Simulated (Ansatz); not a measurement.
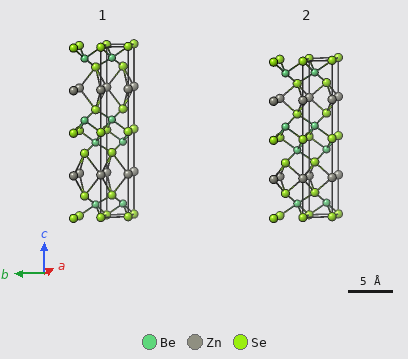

Two geometries of crystalline Be₂ZnSe₃ (a generated structure, set up in P6_3/mmc) (coarse preliminary run), drawn at one scale. One is the start of a relaxation, the other its converged end. A ball-and-stick model of the cell of the calculation, repeated 1 × 2 × 1 with one cell outlined, seen from a free direction.

Level of theory: DFT PBE, scalar-relativistic, plane waves, PAW in Ansatz 0.2.0. Set-up: plane-wave cutoff 420 eV; k-point mesh 6 × 6 × 1; occupations gaussian; smearing width 0.1 eV; no spin polarisation; cell and atoms relaxed; force threshold 0.04 eV/Å; at most 70 steps.

**Which geometry has the lower energy?**

Structure 2 is the relaxed one. After 8 accepted moves (10 points after the start) the energy has fallen by 266 meV per atom. Largest force component: 1.8 eV/Å at the start, 0.0054 eV/Å at the end. The pressure goes from 12.44 to 0.01 GPa. The line search rejected the trial step at point 6 of the run. At 1 point the geometry stayed and the basis and grid were re-selected for the new cell (energy shift of 0.3 meV per atom at most each time). The largest moves relative to the cell, 0.50 Å, are those of Se atoms. Largest moves by element: Se 0.50 Å, Be 0.20 Å. Zn stays in place. Cell: a = b 3.318 → 3.558 Å (+7.2 %), c 19.746 → 18.133 Å (−8.2 %). Volume +5.6 %. Some distances before and after: Se–Zn 3.128 → 2.712 Å, Se–Se 3.121 → 3.443 Å, Be–Se 2.216 → 2.444 Å, Be–Se 2.344 → 2.508 Å. Among the angles between lasting bonds that change: Se–Be–Se 97.0° → 93.4°, Be–Se–Be 97.0° → 93.4°, Se–Be–Se 175.0° → 177.8°. The space group stays P6_3/mmc (No. 194). The run took 28 s on 1 thread of AMD EPYC 9R45 96-Core Processor (Zen 5) (shared host), peak memory 0.57 GiB.
